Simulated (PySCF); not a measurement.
# NMR shielding calculation of C3H9NSi

The run: NMR shielding calculation of C3H9NSi, SMILES [SiH3]NC1CC1. Method and program: GIAO B97-D/pcSseg-1 NMR shielding, non-relativistic, gas phase (PySCF 2.14.0).

The geometry comes from this level: PBE0-D3(BJ)/def2-SVP. Figures and captions count atoms from 1; the log counts them from 0 in places.

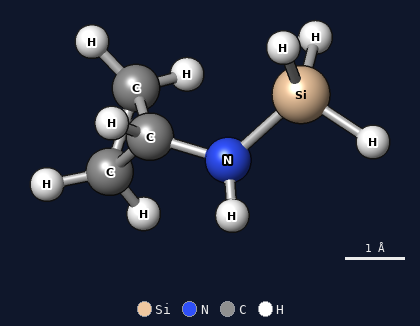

Fig. 1: The structure (ball-and-stick view, seen at a tilt). Bond lengths as drawn: C–C 1.50 Å, C–H 1.09 to 1.10 Å, C–N 1.43 Å, H–N 1.01 Å, H–Si 1.49 to 1.50 Å and N–Si 1.74 Å.

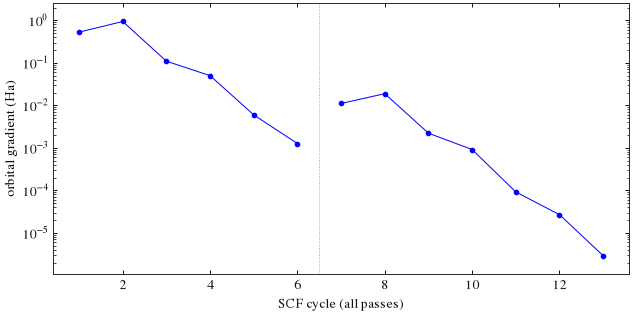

Fig. 2: Convergence of the self-consistent field: orbital gradient against the SCF cycle. The dotted line marks the change from a coarse to the final integration grid. The first 6 cycles use a coarse grid, the final grid takes over at cycle 7, and the field converges after 13 cycles in all.

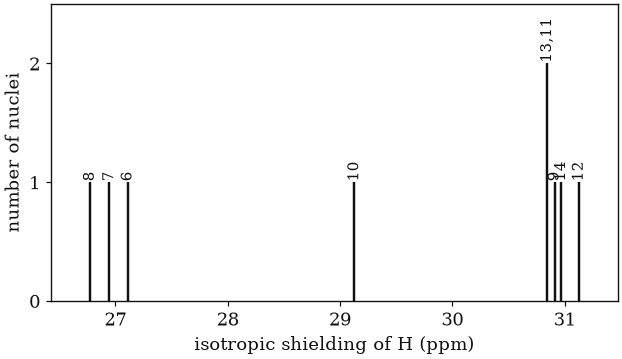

Fig. 3: Isotropic shieldings of the hydrogen nuclei in this fixed geometry, labelled by atom number; shielding grows to the right, so chemical shift grows to the left. The least shielded is H8 (26.8 ppm), the most shielded H12 (31.1 ppm).

These pictures come from the run below.

## The input
```
{"job": {"kind": "nmr", "xc": "B97-D", "basis": "pcSseg-1", "pop": false}, "charge": 0, "multiplicity": 1}
Si     1.969199     0.789138     0.077345
N      0.818273    -0.400923     0.601805
C     -0.555715    -0.100511     0.840602
C     -1.602730    -1.053252     0.342600
C     -1.417247     0.273651    -0.331431
H      3.286228     0.091647    -0.022631
H      1.574208     1.334759    -1.256700
H      2.125736     1.964015     1.000320
H      1.169037    -1.172250     1.160441
H     -0.796771     0.416667     1.782374
H     -2.493545    -1.216659     0.954693
H     -1.239162    -1.935601    -0.190123
H     -0.940440     0.272807    -1.314824
H     -2.174129     1.049080    -0.189751
```

The first line tells a small driver script what to run in PySCF; the rest is the geometry in Å.

Launched with:
```bash
OMP_NUM_THREADS=1 python <driver script> task.json out
```

## The program's output
```
coarse grid: 11528 points
cycle   1  E = -463.6916457089  dE =  3.333e-01  |g| = 5.278e-01  |ddm| = 3.291e+00
cycle   2  E = -463.5466568769  dE =  1.450e-01  |g| = 9.388e-01  |ddm| = 1.559e+00
cycle   3  E = -463.7601374746  dE = -2.135e-01  |g| = 1.093e-01  |ddm| = 1.182e+00
cycle   4  E = -463.7626952668  dE = -2.558e-03  |g| = 4.995e-02  |ddm| = 1.603e-01
cycle   5  E = -463.7632825038  dE = -5.872e-04  |g| = 5.963e-03  |ddm| = 4.883e-02
cycle   6  E = -463.7632917980  dE = -9.294e-06  |g| = 1.262e-03  |ddm| = 8.613e-03
final grid: 104896 points
cycle   7  E = -463.7839247264  dE = -7.438e-05  |g| = 1.107e-02  |ddm| = 3.402e-02
cycle   8  E = -463.7838674370  dE =  5.729e-05  |g| = 1.882e-02  |ddm| = 2.824e-02
cycle   9  E = -463.7839493883  dE = -8.195e-05  |g| = 2.212e-03  |ddm| = 2.030e-02
cycle  10  E = -463.7839502815  dE = -8.932e-07  |g| = 9.127e-04  |ddm| = 2.656e-03
cycle  11  E = -463.7839504800  dE = -1.985e-07  |g| = 9.184e-05  |ddm| = 8.098e-04
cycle  12  E = -463.7839504823  dE = -2.277e-09  |g| = 2.681e-05  |ddm| = 1.586e-04
cycle  13  E = -463.7839504824  dE = -1.543e-10  |g| = 2.912e-06  |ddm| = 3.201e-05
converged SCF energy = -463.7839504824

GIAO shielding tensors (ppm)
atom      isotropic    diamagn.    paramagn.     s11        s22        s33       span
  0 Si     409.070     880.062    -470.992    361.387    393.776    472.045    110.658
  1 N      226.507     320.586     -94.079    193.690    208.483    277.347     83.657
  2 C      151.503     246.624     -95.121    121.953    125.755    206.801     84.848
  3 C      166.361     253.183     -86.822    133.995    163.804    201.286     67.291
  4 C      169.347     250.123     -80.776    137.530    165.732    204.780     67.250
  5 H       27.108      28.827      -1.719     23.955     25.110     32.259      8.304
  6 H       26.945      29.907      -2.962     23.082     26.322     31.432      8.349
  7 H       26.772      28.787      -2.014     23.243     24.755     32.320      9.077
  8 H       30.910      32.261      -1.351     21.419     29.870     41.440     20.022
  9 H       29.127      30.386      -1.259     21.704     28.167     37.510     15.806
 10 H       30.855      29.800       1.055     25.437     26.884     40.245     14.808
 11 H       31.125      31.331      -0.206     25.885     29.130     38.360     12.476
 12 H       30.832      31.718      -0.886     26.507     28.209     37.780     11.272
 13 H       30.968      30.303       0.665     25.738     26.791     40.374     14.635
```

## Results in brief

```tsv
quantity	value
outcome	converged
total energy	−463.783950 hartree
HOMO	−5.48 eV
LUMO	0.17 eV
dipole moment	1.07 D
isotropic shielding, Si	409.1 ppm
isotropic shielding, N	226.5 ppm
isotropic shielding, C	151.5 to 169.3 ppm
isotropic shielding, H	26.8 to 31.1 ppm
hardware	1 CPU thread, shared host
wall time	10 s
peak memory	0.72 GiB
```
